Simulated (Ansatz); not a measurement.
## Fields on a plane of PbSe (rock salt)

```
CELL_PARAMETERS angstrom
      0.00000     3.08901     3.08901
      3.08901     0.00000     3.08901
      3.08901     3.08901     0.00000
ATOMIC_POSITIONS crystal
  Se 0.00000 0.00000 0.00000
  Pb 0.50000 0.50000 0.50000
```

The slice is a {111} plane (indices of the conventional cell) through the point (0.500, 0.500, 0.500) (fractional), spanned by u = [100] and v = [-1 2 0] in vectors of this cell: u (4.37 Å) and v (7.57 Å, at 90° to u). It covers one period; positions are fractions (u, v).

Atoms on it: Pb at (0.00, 0.00); Pb at (0.50, 0.50).

Level of theory: r2SCAN (plane waves to 500 eV, PAW, scalar-relativistic; Ansatz, a first-principles code). k mesh 9×9×9. These are valence fields of a PAW run, semicore shells included where kept as valence: close to a nucleus they are smooth pseudo fields. PbSe was relaxed with its symmetry unable to fall. Spin-orbit coupling is left out, though Pb is heavy.

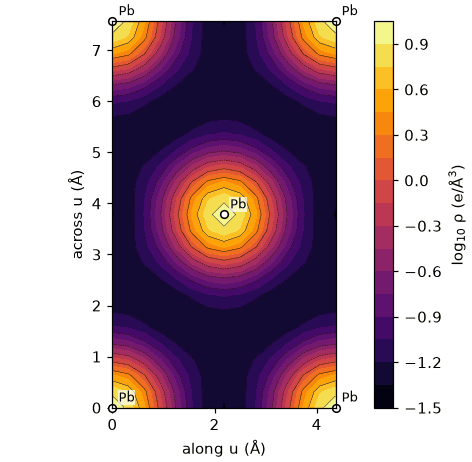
Fig. 1. Log₁₀ of the valence density in e/Å³, one period of the plane, atoms marked. The scale is logarithmic, as a density can span decades between atoms and voids.

```tsv
v \ u	0.00	0.14	0.29	0.43	0.57	0.71	0.86
0.88	0.045	0.031	0.012	0.013	0.013	0.012	0.031
0.75	0.012	0.010	0.009	0.011	0.011	0.009	0.010
0.62	0.014	0.011	0.019	0.041	0.041	0.019	0.011
0.50	0.008	0.011	0.046	0.053	0.053	0.046	0.011
0.38	0.014	0.011	0.019	0.041	0.041	0.019	0.011
0.25	0.012	0.010	0.009	0.011	0.011	0.009	0.010
0.12	0.045	0.031	0.012	0.013	0.013	0.012	0.031
0.00	0.025	0.064	0.023	0.009	0.009	0.023	0.064
```

Values: density of the highest valence band (whole band, smooth part) in e/Å³.
